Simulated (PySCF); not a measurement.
# MoO₂H: relaxation and vibrations of the doublet

The task is one start of a wider search on MoO₂H: the doublet, from a trigonal planar start. It is relaxed, tested by its Hessian and followed downhill if it is a saddle.

Program: PySCF 2.14.0. Level of theory: PBE0, basis Mo def2-TZVP with ECP28, O def2-TZVP, H def2-TZVP, scalar-relativistic core potentials, no spin–orbit coupling, density fitting. These are calculated values, not measurements.

## 1. Where the work starts

4 atoms, charge 0, spin multiplicity 2.

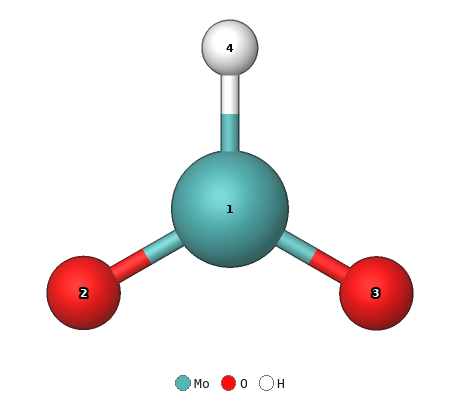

The starting geometry (molybdenum teal, oxygen red, hydrogen white); atoms are numbered from 1 in the order of the file.

Z-matrix (Å, degrees; charge 0 multiplicity 2):
```
Mo
O  1 1.7800
O  1 1.7800 2 120.00
H  1 1.7000 2 120.00 3 180.00
```

## 2. First SCF at the start

One driver script runs all steps and calls PySCF; scf.py shows how it sets up the SCF of each step. The optimiser is the driver's own. After this first run the driver tries any further starts and a stability analysis.

scf.py reads:

```python
from pyscf import gto, scf, dft
mol = gto.M(atom='''
Mo     0.000000     0.000000     0.000000
O     -0.890000     1.541500     0.000000
O     -0.890000    -1.541500     0.000000
H      1.700000     0.000000     0.000000''',
    basis={'Mo': 'def2-TZVP', 'O': 'def2-TZVP', 'H': 'def2-TZVP'},
    ecp={'Mo': 'def2-TZVP'},
    charge=0, spin=1)
mf = dft.UKS(mol, xc='PBE0')
mf.grids.atom_grid = (50, 194)
aux = {'Mo': 'def2-universal-JKFIT', 'O': 'def2-universal-JKFIT', 'H': 'def2-universal-JKFIT'}
mf = mf.density_fit(auxbasis=aux)
mf.conv_tol = 1e-08
mf.diis_space = 10
mf.max_cycle = 60
mf.init_guess = 'minao'
mf.verbose = 4
mf.kernel()
```

On the command line:

```sh
$ OMP_NUM_THREADS=4 python axn.py task.json out
```

What it wrote:

```text
init E= -212.443007486648
[... the frontier-level lines of each cycle are left out ...]
cycle= 1 E= -218.714272366182  delta_E= -6.27  |g|= 1.01  |ddm|= 2.68
cycle= 2 E= -210.207789830927  delta_E= 8.51  |g|=  4.1  |ddm|= 2.53
cycle= 3 E= -219.076514387456  delta_E= -8.87  |g|= 0.321  |ddm|= 2.36
cycle= 4 E= -219.108511429146  delta_E= -0.032  |g|= 0.179  |ddm|= 0.359
cycle= 5 E= -219.122504764916  delta_E= -0.014  |g|= 0.0535  |ddm|= 0.144
cycle= 6 E= -219.123587530823  delta_E= -0.00108  |g|= 0.0248  |ddm|= 0.0295
cycle= 7 E= -219.123868958498  delta_E= -0.000281  |g|= 0.00624  |ddm|= 0.0165
cycle= 8 E= -219.123907971303  delta_E= -3.9e-05  |g|= 0.00125  |ddm|= 0.0106
cycle= 9 E= -219.123914930844  delta_E= -6.96e-06  |g|= 0.000981  |ddm|= 0.00562
cycle= 10 E= -219.123917240954  delta_E= -2.31e-06  |g|= 0.000317  |ddm|= 0.0037
cycle= 11 E= -219.123917472688  delta_E= -2.32e-07  |g|= 0.000134  |ddm|= 0.000908
cycle= 12 E= -219.123917563003  delta_E= -9.03e-08  |g|= 7.86e-05  |ddm|= 0.000617
cycle= 13 E= -219.123917581049  delta_E= -1.8e-08  |g|= 2.84e-05  |ddm|= 0.000267
cycle= 14 E= -219.123917584038  delta_E= -2.99e-09  |g|= 1.02e-05  |ddm|= 0.000144
Extra cycle  E= -219.123917583572  delta_E= 4.66e-10  |g|= 3.77e-05  |ddm|= 2.13e-05
converged SCF energy = -219.123917583572  <S^2> = 0.76065013  2S+1 = 2.0106219
```

This step, with its further starts and checks, took 12 s on 4 threads of Arm Neoverse V1, shared host.

Energies from each starting density:

| start | energy (Eh) |
| --- | --- |
| the minimal-basis guess | -219.123918 |
| a thermally smeared density | -219.137893 |
| a smeared PBE density | -219.137893 |

The first run landed in a state that is too high. Following the other starts and the instabilities gains 36.7 kJ/mol (-219.13789 Eh), and the work goes on from there.

## 3. Relaxation: trigonal planar start, doublet

The program finds C2v symmetry in the start, which this walk keeps.

scf.py: that of step 2 with these lines changed.

```diff
@@ -3,4 +3,4 @@
-Mo     0.000000     0.000000     0.000000
-O     -0.890000     1.541500     0.000000
-O     -0.890000    -1.541500     0.000000
-H      1.700000     0.000000     0.000000''',
+Mo     0.204408     0.000000     0.000000
+O     -0.685592     1.541500     0.000000
+O     -0.685592    -1.541500     0.000000
+H      1.904408     0.000000     0.000000''',
@@ -17 +16,0 @@
-mf.init_guess = 'minao'
```

The optimiser's trace:

| step | energy (Eh) | change (kJ/mol) | largest symmetric gradient (Eh/bohr) |
| --- | --- | --- | --- |
| 0 | -219.137893 | 0.00 | 0.09339 |
| 1 | -219.154432 | -43.42 | 0.03014 |
| 2 | -219.156424 | -48.65 | 0.00997 |
| 3 | -219.156707 | -49.40 | 0.00506 |
| 4 | -219.156755 | -49.52 | 0.00082 |
| 5 | -219.156758 | -49.53 | 0.00018 |

The walk took 12 s.

Positions (Å) and forces (eV/Å) along the way:

```
step 0
Mo   0.204   0.000   0.000  -4.803   0.000   0.000
O   -0.686   1.542   0.000   2.073  -3.824   0.000
O   -0.686  -1.542   0.000   2.073   3.824   0.000
H    1.904   0.000   0.000   0.657   0.000   0.000
step 1
Mo   0.166   0.000   0.000   1.550   0.000   0.000
O   -0.661   1.442   0.000  -1.023   0.911   0.000
O   -0.661  -1.442   0.000  -1.023  -0.911   0.000
H    1.893   0.000   0.000   0.497   0.000   0.000
step 3
Mo   0.193   0.000   0.000  -0.260   0.000   0.000
O   -0.702   1.423   0.000   0.045  -0.081   0.000
O   -0.702  -1.423   0.000   0.045   0.081   0.000
H    1.949   0.000   0.000   0.169   0.000   0.000
step 5
Mo   0.191   0.000   0.000  -0.004   0.000   0.000
O   -0.707   1.419   0.000  -0.002   0.009   0.000
O   -0.707  -1.419   0.000  -0.002  -0.009   0.000
H    1.960   0.000   0.000   0.007   0.000   0.000
```

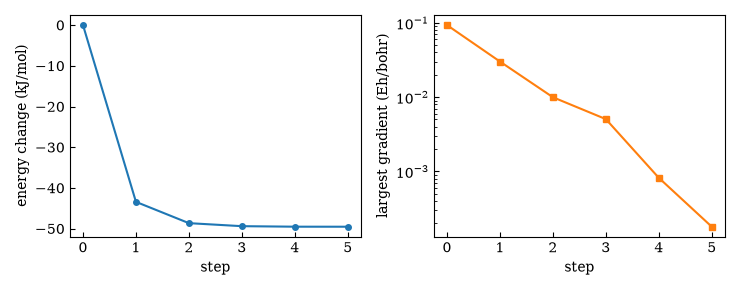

Energy and largest gradient along the walk.

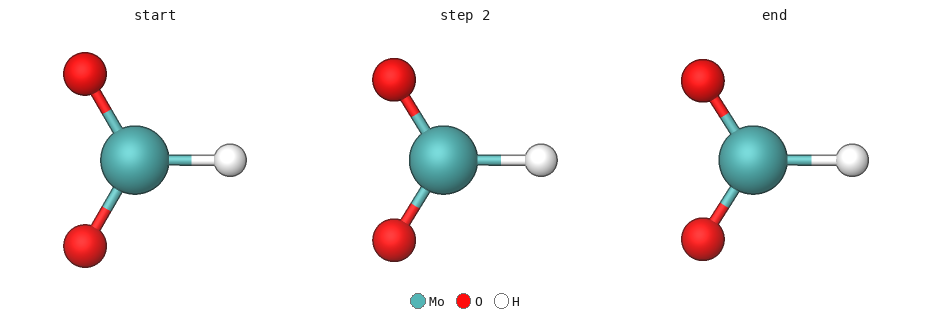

Start and end of the relaxation, with a step between.

It settles in C2v symmetry, 49.5 kJ/mol below the start, after 5 steps: Mo–H 1.769 Å, Mo–O 1.679 Å (×2); H–Mo–O 122.3° (×2), O–Mo–O 115.4°.

## 4. Is it a minimum? Harmonic modes

The point is checked on the finer grid, and tightened if its gradient asks for it. The Hessian and the dipole derivatives come from central differences of analytic gradients, with steps of 0.02 bohr.

scf.py: that of step 3 with these lines changed.

```diff
@@ -3,4 +3,4 @@
-Mo     0.204408     0.000000     0.000000
-O     -0.685592     1.541500     0.000000
-O     -0.685592    -1.541500     0.000000
-H      1.904408     0.000000     0.000000''',
+Mo     0.205763     0.000000     0.000000
+O     -0.692287     1.419221     0.000000
+O     -0.692287    -1.419221     0.000000
+H      1.975692     0.000000     0.000000''',
@@ -11 +11 @@
-mf.grids.atom_grid = (50, 194)
+mf.grids.atom_grid = (75, 302)
@@ -14 +14 @@
-mf.conv_tol = 1e-08
+mf.conv_tol = 1e-10
```

This SCF starts from the last density.

SCF at the final geometry:

```text
init E= -219.156805604767
[... the frontier-level lines of each cycle are left out ...]
cycle= 1 E= -219.156805604681  delta_E= 8.58e-11  |g|= 1.58e-05  |ddm|= 9.47e-06
cycle= 2 E= -219.156805603715  delta_E= 9.67e-10  |g|= 5.25e-05  |ddm|= 3.09e-05
cycle= 3 E= -219.156805604779  delta_E= -1.06e-09  |g|= 7.23e-07  |ddm|= 2.37e-05
cycle= 4 E= -219.156805604778  delta_E= 1.14e-12  |g|= 6.28e-07  |ddm|= 6.55e-07
Extra cycle  E= -219.156805604778  delta_E= 2.27e-13  |g|= 1.92e-06  |ddm|= 1.22e-06
converged SCF energy = -219.156805604778  <S^2> = 0.76392511  2S+1 = 2.013877
```

The whole step took 46 s.

Geometry: C2v; Mo–H 1.770 Å, Mo–O 1.679 Å (×2); H–Mo–O 122.3° (×2), O–Mo–O 115.4°.

Modes, for the most abundant isotopes:

```tsv
symmetry	ω (cm⁻¹)	IR (km/mol)	type
b1	473i	188	bend
a1	339	1.3	bend
b2	647	14.0	bend
b2	1016	267	mixed
a1	1054	64.9	stretch
a1	1817	221	stretch
```

1 mode is imaginary, the largest at 473i cm⁻¹: a saddle point, not a minimum.

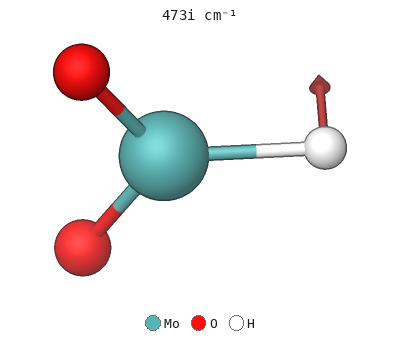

The imaginary mode, as arrows.

Properties at this point:

```yaml
Dipole_moment: 1.52 D
Highest_occupied_level: -7.73 eV
Lowest_empty_level: -4.42 eV
Rotational_constants: 0.7201, 0.2616, 0.1919 cm⁻¹
Zero-point_energy_real_modes: 29.1 kJ/mol
Principal_polarisabilities: 43.5, 45.2, 48.2 bohr³
Atomisation_energy_without_zero-point_energy: 1350 kJ/mol
Principal_traceless_quadrupole_moments_about_the_centre_of_mass: -5.04, -2.57, 7.61 D Å
Spin_squared_⟨S²⟩: 0.764
```

Charges (e) and bond orders:

```json
{"atom": "Mo1", "Mulliken": "1.21", "Löwdin": "0.69", "polar tensor": "1.78", "spin (Mulliken)": "1.11", "Mayer order to Mo1": "–"}
{"atom": "O2,3", "Mulliken": "-0.54", "Löwdin": "-0.28", "polar tensor": "-0.71", "spin (Mulliken)": "-0.04", "Mayer order to Mo1": "1.99"}
{"atom": "H4", "Mulliken": "-0.12", "Löwdin": "-0.13", "polar tensor": "-0.35", "spin (Mulliken)": "-0.03", "Mayer order to Mo1": "0.93"}
```

Outer orbital energies (eV). α occupied: -12.76, -12.39, -11.85, -11.62, -10.88, -9.57, -9.09, -7.73; empty: -4.42, -2.58, -0.92, -0.47. β occupied: -26.07, -12.67, -12.19, -11.83, -11.17, -10.96, -9.63, -9.04; empty: -3.95, -3.78, -2.26, -0.69.

Mulliken populations on Mo1 (outside its core potential): s 2.52, p 6.34, d 3.86, f 0.07.

## 5. Leaving the saddle point

The start is the last point, displaced along its most imaginary mode.

The program finds Cs symmetry in the start, which this walk keeps. Threshold on the gradient: 0.0003 Eh/bohr, with a further test on the energy change.

scf.py: that of step 4 with these lines changed.

```diff
@@ -3,4 +3,4 @@
-Mo     0.205763     0.000000     0.000000
-O     -0.692287     1.419221     0.000000
-O     -0.692287    -1.419221     0.000000
-H      1.975692     0.000000     0.000000''',
+Mo     0.205837     0.000000     0.003670
+O     -0.692213     1.419221    -0.007451
+O     -0.692213    -1.419221    -0.007451
+H      1.975766     0.000000    -0.120000''',
@@ -11 +11 @@
-mf.grids.atom_grid = (75, 302)
+mf.grids.atom_grid = (50, 194)
@@ -14 +14 @@
-mf.conv_tol = 1e-10
+mf.conv_tol = 1e-08
```

Steps of the walk:

| step | energy (Eh) | change (kJ/mol) | largest symmetric gradient (Eh/bohr) |
| --- | --- | --- | --- |
| 0 | -219.157015 | 0.00 | 0.00551 |
| 1 | -219.163402 | -16.77 | 0.02720 |
| 2 | -219.162254 | -13.76 | 0.04823 |
| 3 | -219.165938 | -23.43 | 0.02473 |
| 4 | -219.168761 | -30.84 | 0.00944 |
| 5 | -219.171731 | -38.64 | 0.00986 |
| 6 | -219.172503 | -40.66 | 0.00623 |
| 7 | -219.172582 | -40.87 | 0.00078 |
| 8 | -219.172588 | -40.89 | 0.00041 |
| 9 | -219.172588 | -40.89 | 0.00008 |

The walk took 25 s.

Geometry (Å) and forces (eV/Å) at some steps:

```
step 0
Mo   0.206   0.000   0.004   0.053   0.000   0.283
O   -0.692   1.419  -0.007   0.007  -0.017  -0.096
O   -0.692  -1.419  -0.007   0.007   0.017  -0.096
H    1.976   0.000  -0.120  -0.067   0.000  -0.092
step 1
Mo   0.214   0.000   0.215  -1.399   0.000   0.176
O   -0.690   1.414  -0.078   1.031  -1.255   0.005
O   -0.690  -1.414  -0.078   1.031   1.255   0.005
H    1.963   0.000  -0.191  -0.662   0.000  -0.187
step 5
Mo   0.198   0.000   0.348   0.132   0.000   0.507
O   -0.614   1.381  -0.124  -0.009   0.149  -0.184
O   -0.614  -1.381  -0.124  -0.009  -0.149  -0.184
H    1.827   0.000  -0.232  -0.113   0.000  -0.139
step 9
Mo   0.186   0.000   0.407  -0.004  -0.001   0.000
O   -0.580   1.382  -0.143   0.001  -0.001   0.001
O   -0.580  -1.382  -0.143   0.001   0.002   0.001
H    1.770   0.000  -0.252   0.002   0.000  -0.002
```

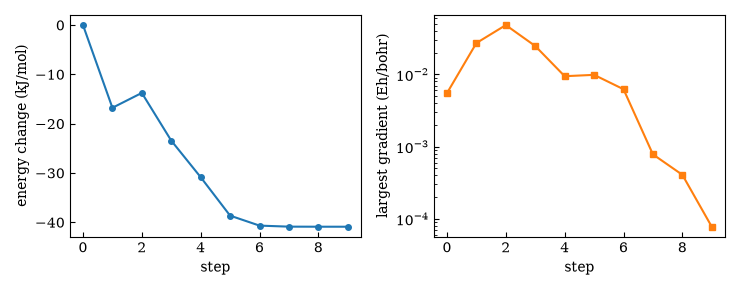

Energy and largest gradient along the walk.

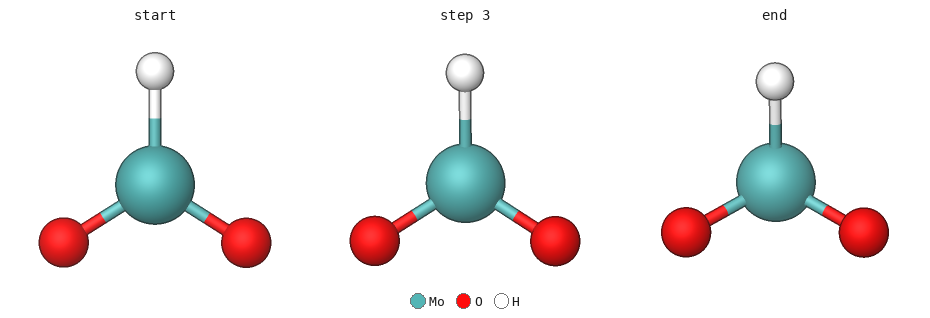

Start and end of the relaxation, with a step between.

After 9 steps and 40.9 kJ/mol it ends at Cs: Mo–H 1.715 Å, Mo–O 1.673 Å (×2); H–Mo–O 107.2° (×2), O–Mo–O 111.4°.

## 6. Is it a minimum? Harmonic modes

The same treatment as at the point before.

scf.py: that of step 5 with these lines changed.

```diff
@@ -3,4 +3,4 @@
-Mo     0.205837     0.000000     0.003670
-O     -0.692213     1.419221    -0.007451
-O     -0.692213    -1.419221    -0.007451
-H      1.975766     0.000000    -0.120000''',
+Mo     0.174976    -0.000000     0.139526
+O     -0.590929     1.381867    -0.410668
+O     -0.590929    -1.381867    -0.410668
+H      1.758886     0.000000    -0.519059''',
@@ -11 +11 @@
-mf.grids.atom_grid = (50, 194)
+mf.grids.atom_grid = (75, 302)
@@ -14 +14 @@
-mf.conv_tol = 1e-08
+mf.conv_tol = 1e-10
```

SCF at the final geometry:

```text
init E= -219.172590443977
[... the frontier-level lines of each cycle are left out ...]
cycle= 1 E= -219.172590443979  delta_E= -1.14e-12  |g|= 1.42e-06  |ddm|= 2.37e-06
Extra cycle  E= -219.172590443975  delta_E= 3.35e-12  |g|= 3.57e-06  |ddm|= 2.91e-06
converged SCF energy = -219.172590443975  <S^2> = 0.75565171  2S+1 = 2.0056437
```

The whole step took 49 s on 4 threads of Arm Neoverse V1, shared host.

Geometry: Cs; Mo–H 1.715 Å, Mo–O 1.673 Å (×2); H–Mo–O 107.2° (×2), O–Mo–O 111.4°.

Modes, for the most abundant isotopes:

| symmetry | ω (cm⁻¹) | IR (km/mol) | type |
| --- | --- | --- | --- |
| a' | 340 | 2.1 | bend |
| a' | 476 | 52.5 | bend |
| a'' | 651 | 4.6 | bend |
| a'' | 1018 | 267 | stretch |
| a' | 1067 | 81.0 | stretch |
| a' | 1928 | 152 | stretch |

All wavenumbers are real: a minimum.

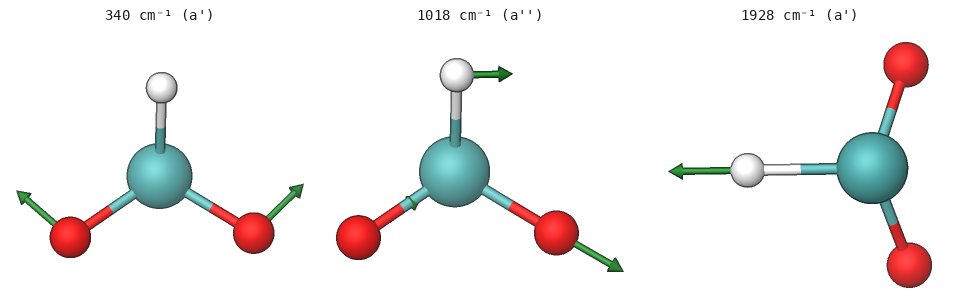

Displacements of 3 of the modes, as arrows (one member where a mode is degenerate).

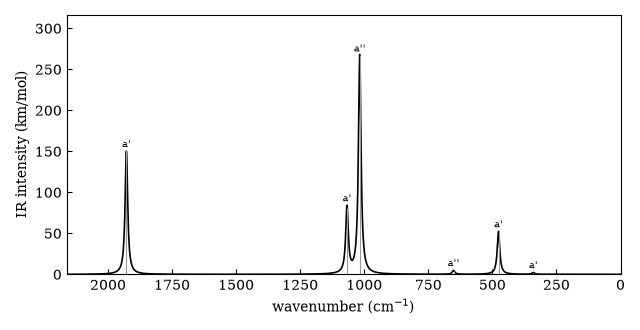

The harmonic infrared spectrum (widths in cm⁻¹). Lines are broadened to a width of 12 cm⁻¹ (Lorentzian).

Constants and moments:

| Property | Result |
| --- | --- |
| Dipole moment | 3.66 D |
| Highest occupied level | -7.08 eV |
| Lowest empty level | -3.57 eV |
| Rotational constants | 0.6781, 0.2672, 0.2008 cm⁻¹ |
| Zero-point energy | 32.8 kJ/mol |
| Principal polarisabilities | 41.6, 43.9, 47.0 bohr³ |
| Atomisation energy without zero-point energy | 1391 kJ/mol |
| Principal traceless quadrupole moments about the centre of mass | -5.24, 0.16, 5.08 D Å |
| Entropy at 298.15 K and 1 bar (electronic part: spin only) | 283.2 J/(mol K) |
| Heat capacity Cp at 298.15 K | 52.1 J/(mol K) |
| Enthalpy at 298.15 K above 0 K | 12.05 kJ/mol |
| Rotational symmetry number | 1 |
| Spin squared ⟨S²⟩ | 0.756 |

Populations by atom (charges in e):

```json
{"atom": "Mo1", "Mulliken": "1.16", "Löwdin": "0.61", "polar tensor": "1.60", "spin (Mulliken)": "1.03", "Mayer order to Mo1": "–"}
{"atom": "O2,3", "Mulliken": "-0.54", "Löwdin": "-0.27", "polar tensor": "-0.68", "spin (Mulliken)": "0.00", "Mayer order to Mo1": "2.01"}
{"atom": "H4", "Mulliken": "-0.07", "Löwdin": "-0.06", "polar tensor": "-0.23", "spin (Mulliken)": "-0.03", "Mayer order to Mo1": "0.94"}
```

Outer orbital energies (eV). α occupied: -12.42, -12.09, -11.55, -11.21, -10.73, -9.58, -9.27, -7.08; empty: -3.57, -2.29, -0.91, -0.73. β occupied: -25.79, -12.32, -11.96, -11.33, -10.92, -10.44, -9.53, -9.32; empty: -3.20, -3.17, -1.89, -0.49.

Mulliken populations on Mo1 (outside its core potential): s 2.43, p 6.34, d 4.00, f 0.07.

## 7. The points found, side by side

| spin | group | bonds | imaginary modes (cm⁻¹) | ΔE (kJ/mol) | with zero-point energy |
| --- | --- | --- | --- | --- | --- |
| doublet | Cs | Mo–H 1.715 Å, Mo–O 1.673 Å (×2) | none | 0.0 | 0.0 |
| doublet | C2v | Mo–H 1.770 Å, Mo–O 1.679 Å (×2) | 473i | 41.4 | – |

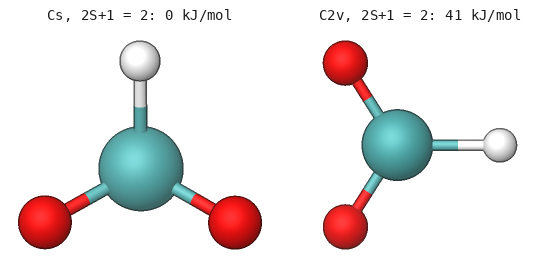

The points, lowest first (molybdenum teal, oxygen red, hydrogen white).

## 8. What came out

| quantity | value |
| --- | --- |
| minimum | doublet, Cs |
| geometry | Mo–H 1.715 Å, Mo–O 1.673 Å (×2); H–Mo–O 107.2° (×2), O–Mo–O 111.4° |
| wavenumbers (cm⁻¹) | 340 (a'), 476 (a'), 651 (a''), 1018 (a''), 1067 (a'), 1928 (a') |
| dipole moment | 3.66 D |
| highest occupied, lowest empty level (either spin) | -7.08, -3.57 eV |
| polar-tensor charge of Mo1 | +1.60 e |
| zero-point energy | 32.8 kJ/mol |
| entropy at 298.15 K | 283.2 J/(mol K) |
| atomisation energy (no zero-point energy) | 1391 kJ/mol |
| ⟨S²⟩ | 0.756 |

In words: The trigonal planar start (C2v) ends in a minimum of Cs symmetry, after a stop at a saddle point 41.4 kJ/mol higher, from which it was pushed off along an imaginary mode. In the infrared the band at 1018 cm⁻¹ (a'', stretch) leads. Most of the spin sits on Mo1 (Mulliken spin 1.03, against 1 for the whole molecule). The first SCF alone would have been 37 kJ/mol too high. Other starts or spin states, not run here, may lie lower. One determinant may miss the lowest occupation of an open d or f shell.

The search up to here took 2.4 min.
